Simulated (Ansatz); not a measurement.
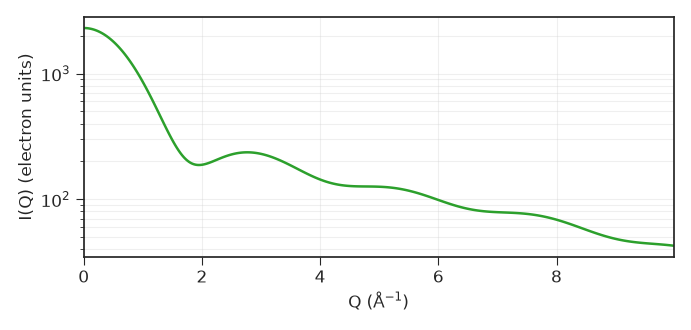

Elastic X-ray scattering of a randomly oriented, rigid molecule, calculated with the Debye equation from neutral-atom form factors (independent atoms, no Compton part, no vibration). The geometry is the end point of an optimisation (Ansatz 0.2.0, RKS PBE/def2-SVP); it may be a saddle point or a higher isomer. It contains C, S, Si, H.

> How many electrons does the independent-atom model of the molecule hold?

I(0) is the square of the electron number: I(0) = 2300, so about 48 electrons, the count of C2H6SSi.

> What radius of gyration does the initial fall-off give?

From I(Q) ≈ I(0) exp(−Q²R²/3) at small Q, R ≈ 1.73 Å. It is larger than the electron-weighted radius of the nuclear positions alone (1.54 Å), because each atom's electron cloud adds to it.
